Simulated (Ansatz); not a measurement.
```xyz
13

Si   -1.8416   -0.3032    0.1221
Si    0.2103   -1.4297    0.0535
C     1.4645   -0.1299    0.4944
In    0.9065    1.7206   -0.5184
H    -1.5276    1.0414   -0.5004
H    -2.3082    0.0042    1.5009
H    -2.9671   -0.8736   -0.6625
H     0.1952   -2.6450    0.9188
H     0.4035   -1.8766   -1.3553
H     1.4788    0.0603    1.5698
H     2.4664   -0.4353    0.1809
H     0.9557    1.7535   -2.2421
H     0.5638    3.1132    0.4383
```

Geometry: PBE0-D4/def2-TZVP; core potentials replace the inner electrons of In.

Method: RKS PBE0-D4/def2-TZVPP in Ansatz.

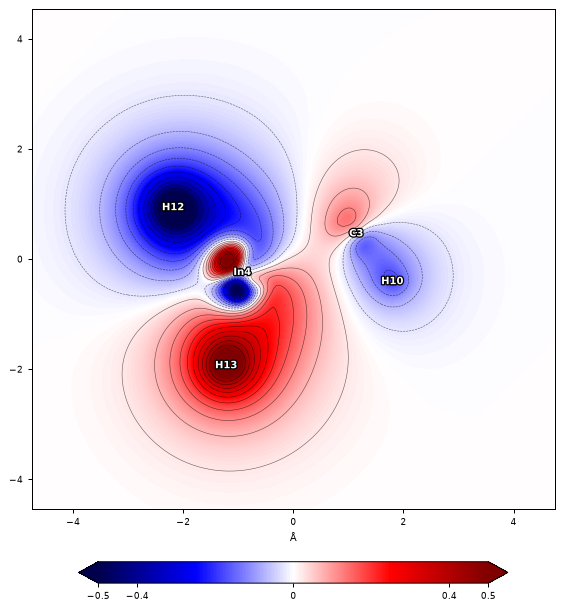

CH$_{9}$InSi$_{2}$ (SMILES [SiH3][SiH2][CH2][InH2]). The HOMO−1 on the plane of atoms C3, In4 and H12 (values in Å⁻³ᐟ²; the overall sign is arbitrary).

**What is the character of this orbital?**

By Hirshfeld shares it lies mainly on In4 (about 40 %), H12 (about 30 %) and H13 (about 25 %). Its energy is −8.02 eV.
